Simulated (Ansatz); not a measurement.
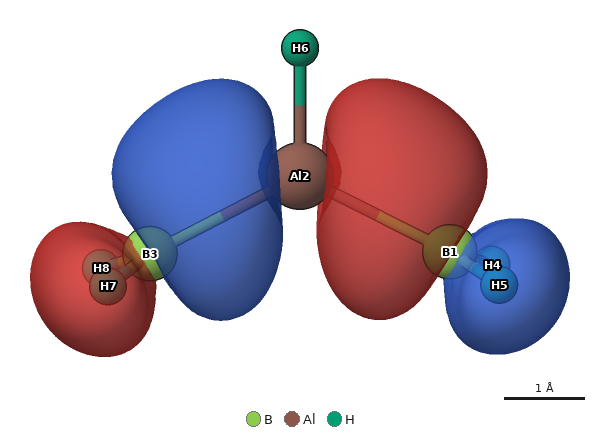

AlB2H5 (SMILES [BH2][AlH][BH2]). One frontier orbital at ±0.08 Å⁻³ᐟ² (blue and red are the two phases), seen across its widest extent.

Theory: Ansatz 0.2.0, RKS B3LYP-D4/6-31G.

Input file:

```
crystal:
  periodic: [false, false, false]
  atoms:
    - { symbol: B, position_ang: [-1.22006, 0.86765, -1.22862] }
    - { symbol: Al, position_ang: [0.25405, 0.47943, 0.21858] }
    - { symbol: B, position_ang: [0.97613, -1.32505, 1.01921] }
    - { symbol: H, position_ang: [-1.84345, 0.01895, -1.7678] }
    - { symbol: H, position_ang: [-1.51389, 1.95345, -1.58785] }
    - { symbol: H, position_ang: [0.94475, 1.77559, 0.81159] }
    - { symbol: H, position_ang: [1.82502, -1.37912, 1.83825] }
    - { symbol: H, position_ang: [0.57745, -2.39092, 0.69664] }
basis:
  gaussian: { orbitals: "6-31G" }
hamiltonian:
  xc: b3lyp
  dispersion: d4
relax:
  f_tol: 0.015
  max_steps: 40
output:
  orbitals: {}
```

Launched as:

```sh
ansatz run input.yaml --threads 1 --pin off --max-ram 2048MiB --backend cpu --events-out ev --progress --plain --runs-dir out
```

The fields are those of the relaxed geometry.

Question: Which orbital is it: HOMO or LUMO?

Answer: The HOMO, at −6.81 eV. Its weight (Hirshfeld) is mainly on Al2 (about 30 %), B1 (about 25 %) and B3 (about 25 %).
